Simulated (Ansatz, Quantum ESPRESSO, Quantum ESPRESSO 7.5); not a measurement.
# Mg chain with one atom pushed 1.0 Å aside at constant bond length: ballistic transmission

Aim: the zero-bias transmission with pwcond for this junction: Mg chain with one atom pushed 1.0 Å aside at constant bond length.

Method: plane-wave DFT, PBE, GBRV ultrasoft pseudopotentials (cross-check by Ansatz 0.2.0 with PAW datasets), in Quantum ESPRESSO 7.5.

### 1. The starting structure

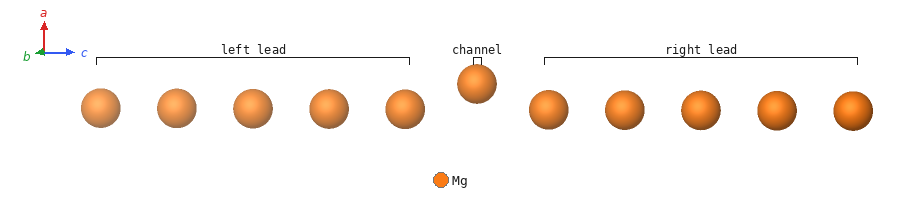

The starting structure, seen from the side, with the c axis across the page (magnesium orange).

The cell holds 11 atoms: 11 Mg. Its edges and angles: a = 7.500 Å, b = 7.500 Å, c = 32.657 Å, α = 90.0°, β = 90.0°, γ = 90.0°. Regions: left lead, 5 atoms (5 Mg); channel, 1 atom (1 Mg); right lead, 5 atoms (5 Mg). Vacuum lies along a and b. The structure is stacked along c, and the current runs across the ab planes.

### 2. Ground state

One periodic cell holds a stretch of lead, the junction and more lead; the atoms stay as built.

The input, scf.in:

```
&control
  prefix = 'scf'
  outdir = './out'
  pseudo_dir = './pseudo'
  calculation = 'scf'
  tprnfor = .true.
/
&system
  ibrav = 0
  nat = 11
  ntyp = 1
  ecutwfc = 34
  ecutrho = 170
  occupations = 'smearing'
  smearing = 'mv'
  degauss = 0.01
/
&electrons
  conv_thr = 1e-07
  mixing_beta = 0.25
  electron_maxstep = 120
  mixing_mode = 'local-TF'
/
ATOMIC_SPECIES
  Mg  24.3050  mg_pbe_v1.4.uspp.F.UPF
CELL_PARAMETERS angstrom
  7.50000000000000 0.00000000000000 0.00000000000000
  0.00000000000000 7.50000000000000 0.00000000000000
  0.00000000000000 0.00000000000000 32.65685424949238
ATOMIC_POSITIONS crystal
  Mg  0.500000000000 0.500000000000 0.000000000000
  Mg  0.500000000000 0.500000000000 0.091864328912
  Mg  0.500000000000 0.500000000000 0.183728657824
  Mg  0.500000000000 0.500000000000 0.275592986735
  Mg  0.500000000000 0.500000000000 0.367457315647
  Mg  0.633333333000 0.500000000000 0.454067835544
  Mg  0.500000000000 0.500000000000 0.540678355441
  Mg  0.500000000000 0.500000000000 0.632542684353
  Mg  0.500000000000 0.500000000000 0.724407013265
  Mg  0.500000000000 0.500000000000 0.816271342176
  Mg  0.500000000000 0.500000000000 0.908135671088
K_POINTS automatic
  1 1 3 0 0 0
```

On the command line:

```
$ OMP_NUM_THREADS=1 mpirun -n 4 pw.x -nk 1 -in scf.in > scf.out
```

What it wrote:

```text
Program PWSCF v.7.5 starts
[citation notice left out]

     Parallel version (MPI & OpenMP), running on       4 processor cores
     Number of MPI processes:                 4
     Threads/MPI process:                     1

     MPI processes distributed on     1 nodes
[...]
Current dimensions of program PWSCF are:
     Max number of different atomic species (ntypx) = 10
     Max number of k-points (npk) =  40000
     Max angular momentum in pseudopotentials (lmaxx) =  4
     Message from routine setup:
     using ibrav=0 with symmetry is DISCOURAGED, use correct ibrav instead

     R & G space division:  proc/nbgrp/npool/nimage =       4
     Subspace diagonalization in iterative solution of the eigenvalue problem:
     a serial algorithm will be used

     Parallelization info
     --------------------
     sticks:   dense  smooth     PW     G-vecs:    dense   smooth      PW
     Min         677     544    138               115945    83040   10566
     Max         678     545    139               115970    83053   10577
     Sum        2709    2177    553               463813   332181   42283

     Using Slab Decomposition

     bravais-lattice index     =            0
     lattice parameter (alat)  =      14.1729  a.u.
     unit-cell volume          =   12396.3399 (a.u.)^3
     number of atoms/cell      =           11
     number of atomic types    =            1
     number of electrons       =       110.00
     number of Kohn-Sham states=           66
     kinetic-energy cutoff     =      34.0000  Ry
     charge density cutoff     =     170.0000  Ry
     scf convergence threshold =      1.0E-07
     mixing beta               =       0.2500
     number of iterations used =            8  local-TF  mixing
     Exchange-correlation=  SLA  PW   PBX  PBC
                           (   1   4   3   4   0   0   0)

     celldm(1)=  14.172946  celldm(2)=   0.000000  celldm(3)=   0.000000
     celldm(4)=   0.000000  celldm(5)=   0.000000  celldm(6)=   0.000000

     crystal axes: (cart. coord. in units of alat)
               a(1) = (   1.000000   0.000000   0.000000 )
               a(2) = (   0.000000   1.000000   0.000000 )
               a(3) = (   0.000000   0.000000   4.354247 )

     reciprocal axes: (cart. coord. in units 2 pi/alat)
               b(1) = (  1.000000  0.000000  0.000000 )
               b(2) = (  0.000000  1.000000  0.000000 )
               b(3) = (  0.000000  0.000000  0.229661 )

     PseudoPot. # 1 for Mg read from file:
     ./pseudo/mg_pbe_v1.4.uspp.F.UPF
     Pseudo is Ultrasoft, Zval = 10.0
     Generated by new atomic code, or converted to UPF format
     Using radial grid of  821 points,  7 beta functions with:
                l(1) =   0
                l(2) =   0
                l(3) =   0
                l(4) =   1
                l(5) =   1
                l(6) =   2
                l(7) =   2
     Q(r) pseudized with  8 coefficients,  rinner =    1.200   1.200   1.200
                                                       1.200   1.200

     atomic species   valence    mass     pseudopotential
     Mg               10.00    24.30500     Mg( 1.00)

      2 Sym. Ops. (no inversion) found

   Cartesian axes

     site n.     atom                  positions (alat units)
         1        Mg     tau(   1) = (   0.5000000   0.5000000   0.0000000  )
         2        Mg     tau(   2) = (   0.5000000   0.5000000   0.4000000  )
         3        Mg     tau(   3) = (   0.5000000   0.5000000   0.8000000  )
         4        Mg     tau(   4) = (   0.5000000   0.5000000   1.2000000  )
         5        Mg     tau(   5) = (   0.5000000   0.5000000   1.6000000  )
         6        Mg     tau(   6) = (   0.6333333   0.5000000   1.9771236  )
         7        Mg     tau(   7) = (   0.5000000   0.5000000   2.3542472  )
         8        Mg     tau(   8) = (   0.5000000   0.5000000   2.7542472  )
         9        Mg     tau(   9) = (   0.5000000   0.5000000   3.1542472  )
        10        Mg     tau(  10) = (   0.5000000   0.5000000   3.5542472  )
        11        Mg     tau(  11) = (   0.5000000   0.5000000   3.9542472  )

     number of k points=     2  Marzari-Vanderbilt smearing, width (Ry)=  0.0100
                       cart. coord. in units 2pi/alat
        k(    1) = (   0.0000000   0.0000000   0.0000000), wk =   0.6666667
        k(    2) = (   0.0000000   0.0000000   0.0765536), wk =   1.3333333

     Dense  grid:   463813 G-vectors     FFT dimensions: (  60,  60, 270)

     Smooth grid:   332181 G-vectors     FFT dimensions: (  54,  54, 240)

     Estimated max dynamical RAM per process >     549.06 MB

     Estimated total dynamical RAM >       2.14 GB

     Initial potential from superposition of free atoms

     starting charge     106.6975, renormalised to     110.0000

     negative rho (up, down):  1.240E-06 0.000E+00
     Starting wfcs are   55 randomized atomic wfcs +   11 random wfcs

     total cpu time spent up to now is        3.2 secs

     per-process dynamical memory:   130.6 Mb

     Self-consistent Calculation

     iteration #  1     ecut=    34.00 Ry     beta= 0.25
     Davidson diagonalization with overlap
     ethr =  1.00E-02,  avg # of iterations = 10.0

     negative rho (up, down):  1.095E-03 0.000E+00

     total cpu time spent up to now is       14.0 secs

     total energy              =   -1378.15810747 Ry
     estimated scf accuracy    <       1.70202195 Ry

     iteration #  2     ecut=    34.00 Ry     beta= 0.25
[...]
negative rho (up, down):  1.346E-02 0.000E+00

[...]
total energy              =   -1377.52086623 Ry
     estimated scf accuracy    <       1.16246472 Ry

     iteration #  3     ecut=    34.00 Ry     beta= 0.25
[...]
negative rho (up, down):  1.552E-02 0.000E+00

[...]
total energy              =   -1377.59156350 Ry
     estimated scf accuracy    <       0.16811896 Ry

     iteration #  4     ecut=    34.00 Ry     beta= 0.25
[...]
negative rho (up, down):  9.180E-03 0.000E+00

[...]
total energy              =   -1377.56789389 Ry
     estimated scf accuracy    <       0.07800149 Ry

     iteration #  5     ecut=    34.00 Ry     beta= 0.25
[...]
negative rho (up, down):  6.234E-03 0.000E+00

[...]
total energy              =   -1377.56914158 Ry
     estimated scf accuracy    <       0.00584572 Ry

     iteration #  6     ecut=    34.00 Ry     beta= 0.25
[...]
negative rho (up, down):  8.927E-05 0.000E+00

[...]
total energy              =   -1377.56984660 Ry
     estimated scf accuracy    <       0.00094557 Ry

     iteration #  7     ecut=    34.00 Ry     beta= 0.25
[...]
negative rho (up, down):  4.117E-07 0.000E+00

[...]
total energy              =   -1377.56984691 Ry
     estimated scf accuracy    <       0.00035428 Ry

     iteration #  8     ecut=    34.00 Ry     beta= 0.25
[...]
total energy              =   -1377.56991727 Ry
     estimated scf accuracy    <       0.00004202 Ry

     iteration #  9     ecut=    34.00 Ry     beta= 0.25
[...]
total energy              =   -1377.56992277 Ry
     estimated scf accuracy    <       0.00003658 Ry

     iteration # 10     ecut=    34.00 Ry     beta= 0.25
[...]
total energy              =   -1377.56993419 Ry
     estimated scf accuracy    <       0.00001013 Ry

     iteration # 11     ecut=    34.00 Ry     beta= 0.25
[...]
total energy              =   -1377.56993378 Ry
     estimated scf accuracy    <       0.00000360 Ry

     iteration # 12     ecut=    34.00 Ry     beta= 0.25
[...]
total energy              =   -1377.56993652 Ry
     estimated scf accuracy    <       0.00000172 Ry

     iteration # 13     ecut=    34.00 Ry     beta= 0.25
[...]
total energy              =   -1377.56993733 Ry
     estimated scf accuracy    <       0.00000020 Ry

     iteration # 14     ecut=    34.00 Ry     beta= 0.25
[...]
End of self-consistent calculation

          k = 0.0000 0.0000 0.0000 ( 41491 PWs)   bands (ev):

   -78.2657 -78.2647 -78.2593 -78.2589 -78.2447 -78.2445 -78.2074 -78.2073
   -78.1711 -78.1710 -78.1645 -45.0749 -45.0749 -45.0736 -45.0736 -45.0682
   -45.0682 -45.0679 -45.0678 -45.0534 -45.0534 -45.0532 -45.0532 -45.0158
   -45.0157 -45.0156 -45.0155 -44.9793 -44.9791 -44.9767 -44.9766 -44.9729
   -44.9659 -44.9626 -44.9535 -44.9447 -44.9383 -44.9279 -44.9275 -44.8942
   -44.8940 -44.8683 -44.8587 -44.8476  -4.9196  -4.7758  -4.7668  -4.3604
    -4.3472  -3.6668  -3.6598  -2.7263  -2.7070  -1.6210  -1.5191  -0.8411
    -0.8213  -0.7449  -0.6884  -0.6833  -0.6745  -0.3747  -0.3125  -0.2852
    -0.2740   0.0460

          k = 0.0000 0.0000 0.0766 ( 41510 PWs)   bands (ev):

   -78.2657 -78.2647 -78.2593 -78.2589 -78.2447 -78.2445 -78.2074 -78.2073
   -78.1711 -78.1710 -78.1645 -45.0749 -45.0749 -45.0737 -45.0737 -45.0682
   -45.0682 -45.0679 -45.0678 -45.0534 -45.0534 -45.0532 -45.0532 -45.0158
   -45.0157 -45.0157 -45.0155 -44.9793 -44.9791 -44.9767 -44.9766 -44.9729
   -44.9659 -44.9626 -44.9536 -44.9448 -44.9383 -44.9281 -44.9275 -44.8943
   -44.8940 -44.8684 -44.8587 -44.8476  -4.9076  -4.8448  -4.6634  -4.5238
    -4.1533  -3.9229  -3.3750  -3.0590  -2.3513  -1.9649  -1.2183  -0.8607
    -0.8103  -0.7986  -0.7485  -0.6290  -0.5760  -0.4980  -0.4425  -0.2187
    -0.1213  -0.0868

     the Fermi energy is    -1.0939 ev

!    total energy              =   -1377.56993856 Ry
     estimated scf accuracy    <       0.00000006 Ry
     smearing contrib. (-TS)   =       0.00101154 Ry
     internal energy E=F+TS    =   -1377.57095010 Ry

     The total energy is F=E-TS. E is the sum of the following terms:
     one-electron contribution =   -1877.48716607 Ry
     hartree contribution      =     883.10059028 Ry
     xc contribution           =    -184.08837514 Ry
     ewald contribution        =    -199.09599917 Ry

     convergence has been achieved in  14 iterations

     Forces acting on atoms (cartesian axes, Ry/au):

     atom    1 type  1   force =     0.00006120    0.00000000    0.00004971
     atom    2 type  1   force =    -0.00014870    0.00000000   -0.00005504
     atom    3 type  1   force =     0.00063906    0.00000000   -0.00016415
     atom    4 type  1   force =    -0.00309446    0.00000000    0.00027427
     atom    5 type  1   force =     0.00669162    0.00000000   -0.00318319
     atom    6 type  1   force =    -0.00828293    0.00000000   -0.00007939
     atom    7 type  1   force =     0.00669540    0.00000000    0.00311266
     atom    8 type  1   force =    -0.00307132    0.00000000   -0.00034013
     atom    9 type  1   force =     0.00068331    0.00000000    0.00013979
     atom   10 type  1   force =    -0.00017904    0.00000000    0.00013971
     atom   11 type  1   force =     0.00000586    0.00000000    0.00010576

     Total force =     0.014080     Total SCF correction =     0.000463

[...]
=------------------------------------------------------------------------------=
   JOB DONE.
=------------------------------------------------------------------------------=
```

Run time: 2.1 min. Hardware: 4 MPI ranks of Arm Neoverse N1, shared host; peak memory 2.2 GiB.

Numbers from this step:

* free energy: -18742.7938 eV
* Fermi energy: -1.094 eV

The program's own clock; routines nest. Time by routine:

| routine | wall time (s) | calls |
| --- | --- | --- |
| PWSCF | 125.4 | 1 |
| electrons | 120.2 | 1 |
| c_bands | 72.25 | 14 |
| cegterg | 70.16 | 28 |
| h_psi | 49.76 | 138 |
| fftw | 42.03 | 10996 |
| vloc_psi | 37.26 | 138 |
| sum_band | 21.29 | 14 |
| mix_rho | 14.37 | 14 |
| newd | 10.81 | 15 |
| calbec | 9.29 | 174 |
| ffts | 9.02 | 1628 |
| h_psi:calbec | 6.2 | 138 |
| add_vuspsi | 6.09 | 138 |

The run needed 14 iterations to bring the estimated error under 1e-07 Ry; the largest force on any atom, held or free, is 0.21 eV/Å.

(Part 1 of 4 ends here.)

[Logs are printed without paths, hosts, clocks, repeated set-up lines and the standing remarks that a program may print on its own settings, such as how far it seeks lower states.]

[Hosts, paths, dates, database ids (printed as entryN), source tags and the programs' standing remarks are cut or masked in the printed files.]

[Maps of the electrostatic potential energy from Ansatz leave out the sawtooth potential of an applied field or a dipole correction, so their vacuum need not be flat; planar profiles and work functions include it.]
